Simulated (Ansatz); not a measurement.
# SiF3 (trifluorosilyl): U-r2SCAN/aug-cc-pVDZ

Aim: the electronic atomisation energy of SiF3 (trifluorosilyl) at U-r2SCAN/aug-cc-pVDZ, from 3 runs. 

The calculation is run with Ansatz 0.2.0.

20 further runs of the same task are left out: 20 set aside as unsound or not needed.

## 1. The system as given

The species is SiF3 (4 atoms), meant as a doublet with charge 0. As SMILES, `F[Si](F)F`. The shape is that of a PBE0-D4/def2-TZVP optimisation.

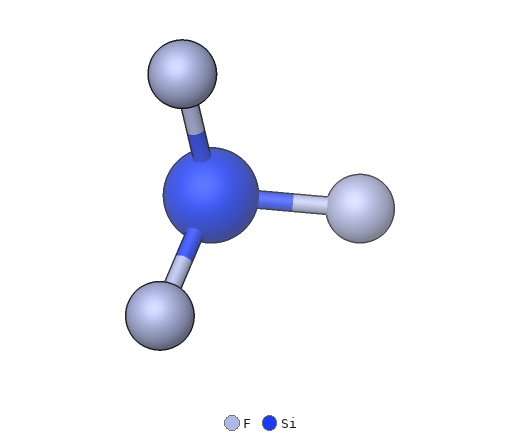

Viewed from a chosen angle; fluorine light blue, silicon blue.

## 2. A single-point energy at U-r2SCAN/aug-cc-pVDZ

molecule.yaml reads:

```yaml
crystal:
  periodic: [false, false, false]
  atoms:
    - {symbol: F, position_ang: [0.784850, -0.507040, 1.151700]}
    - {symbol: Si, position_ang: [-0.282750, 0.213060, 0.234280]}
    - {symbol: F, position_ang: [-0.994260, -0.892250, -0.644340]}
    - {symbol: F, position_ang: [0.492160, 1.186230, -0.741640]}
basis:
  gaussian:
    orbitals: aug-cc-pVDZ
magnetization:
  spin_polarized: true
  initial_magnetization: 1
hamiltonian:
  xc: {name: r2SCAN}
accuracy: high
output: {orbitals: {seedname: orbitals}}
```

On the command line:

```sh
$ ansatz run molecule.yaml --threads 1 --pin off --max-ram 3480MiB --events-out events.jsonl --progress --plain --runs-dir runs
```

Standard output:

```text
Warning: RAYON_NUM_THREADS=1 ignored (pool sized by the plan → 1); use --threads N
Functional definition: r2SCAN
  name "r2SCAN"
  parameter k0 = 0.174
  parameter k1 = 0.065
  parameter a1 = 4.9479
  exchange = r2scan_x(k0 = k0, k1 = k1, a1 = a1)
  correlation = r2scan_c
1923 factors; integrals over basis functions are off by at most 3.1e-9 eV
mean field evaluation 1: about -16023.9972 eV, gradient 3.8e1 eV
mean field evaluation 2: about -16013.1578 eV, gradient 7.1e1 eV
mean field evaluation 4: about -16028.4131 eV, gradient 6.4e-1 eV
mean field evaluation 8: about -16028.4186 eV, gradient 3.7e-2 eV
mean field evaluation 16: about -16028.4186 eV, gradient 9.6e-6 eV
mean field -16028.41864350 eV, -589.0335206963 hartree, gradient 4.9e-8 eV, S^2 0.751677; 0 other end points of the search recorded, 0 dependent functions left out
reference -16028.41864967 eV, -589.0335209229 hartree; 21, 20 occupied and 75, 76 virtual orbitals, 1923 factors
Total energy: -16028.41864967 eV, -589.0335209229 hartree
```

Wall time 22 s (1 thread of Arm Neoverse V1, shared host); peak memory 0.41 GiB.

## 3. The F atom, same level

run.yaml reads:

```yaml
crystal:
  periodic: [false, false, false]
  atoms:
    - {symbol: F, position_ang: [0.000000, 0.000000, 0.000000]}
basis:
  gaussian:
    orbitals: aug-cc-pVDZ
magnetization:
  spin_polarized: true
  initial_magnetization: 1
hamiltonian:
  xc: {name: r2SCAN}
accuracy: high
```

Run the same way, it converges to -99.69644 Eh (log not shown).

## 4. The Si atom, same level

molecule.yaml reads:

```yaml
crystal:
  periodic: [false, false, false]
  atoms:
    - {symbol: Si, position_ang: [0.000000, 0.000000, 0.000000]}
basis:
  gaussian:
    orbitals: aug-cc-pVDZ
magnetization:
  spin_polarized: true
  initial_magnetization: 2
hamiltonian:
  xc: {name: r2SCAN}
accuracy: high
```

Run the same way, it converges to -289.33952 Eh (log not shown).

## 5. Summary of results

Level: U-r2SCAN/aug-cc-pVDZ.

| quantity | value |
| --- | --- |
| molecule: total energy | -589.03352 Eh |
| molecule: HOMO energy (highest over α and β) | -7.00 eV |
| molecule: LUMO energy (lowest over α and β) | -3.97 eV |
| molecule: ⟨S²⟩ | 0.752 |
| F atom: total energy | -99.69644 Eh |
| F atom: ⟨S²⟩ | 0.752 |
| Si atom: total energy | -289.33952 Eh |
| Si atom: ⟨S²⟩ | 2.009 |
| electronic atomisation energy | 16.454 eV |

**Reading.** Taking the molecule apart into free atoms costs 16.45 eV (379 kcal/mol), before zero-point energy and without spin-orbit coupling.
